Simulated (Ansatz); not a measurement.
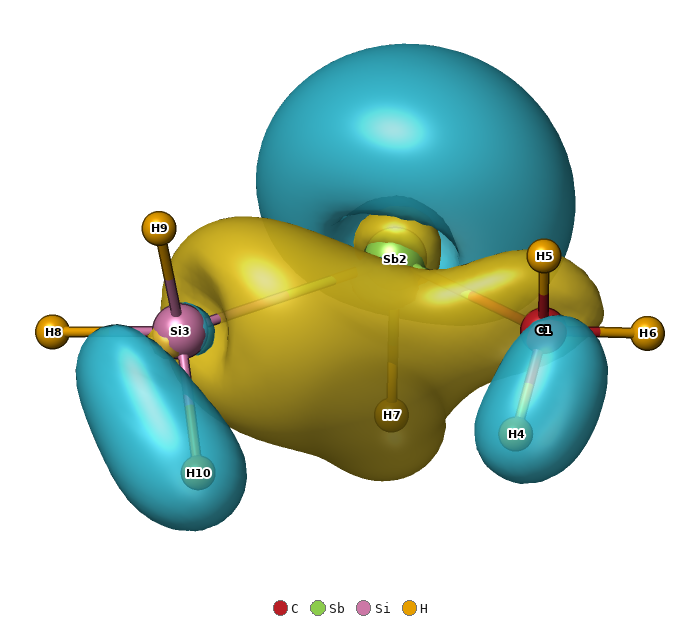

*CH7SbSi (SMILES [CH3][SbH][SiH3]). The HOMO at ±0.1 Å⁻³ᐟ² (yellow and cyan are the two phases), seen from one side.*

Geometry: PBE0-D4/def2-TZVP; core potentials replace the inner electrons of Sb.

The calculation used RKS PBE0-D4/def2-TZVPP in Ansatz 0.2.0.

```xyz
10

C    -0.9734    1.2409   -0.7361
Sb   -0.6672   -0.8936   -0.9712
Si    0.8167   -1.0836    1.1194
H    -0.0365    1.7510   -0.5215
H    -1.6757    1.4018    0.0817
H    -1.4051    1.6331   -1.6564
H     0.7180   -0.7173   -1.9616
H     1.5380   -2.3845    1.1225
H    -0.0427   -1.0207    2.3332
H     1.8110    0.0218    1.1929
```

Where does this orbital lie, and at what energy?

It lies mainly on Sb2 (about 65 %), Si3 (about 15 %) and C1 (about 5 %). Its energy is −6.87 eV.
